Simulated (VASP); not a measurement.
Band structure of HgS (zinc blende). All values below come from vdW-DF2, VASP's PBE PAW potentials (set 64) (plane waves; VASP).

Unless said otherwise, spin-orbit coupling is left out, though it shifts the bands of the heavy elements here.

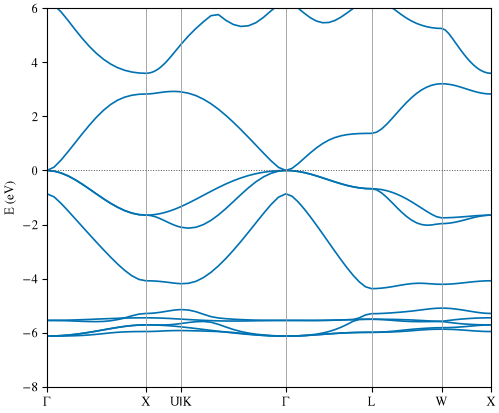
Figure. Bands along high-symmetry lines, zero at the valence-band maximum or, without a gap, the Fermi level

Problem. Read the plot: is there a gap, and where are the band edges?

Solution. It has no gap at this level: it comes out as a metal or semimetal. (Edges off the drawn lines would not show.)

The compound is HgS in the zinc blende structure, metacinnabar; cinnabar is the stable form. It was relaxed first, which changed the volume by +19 %.
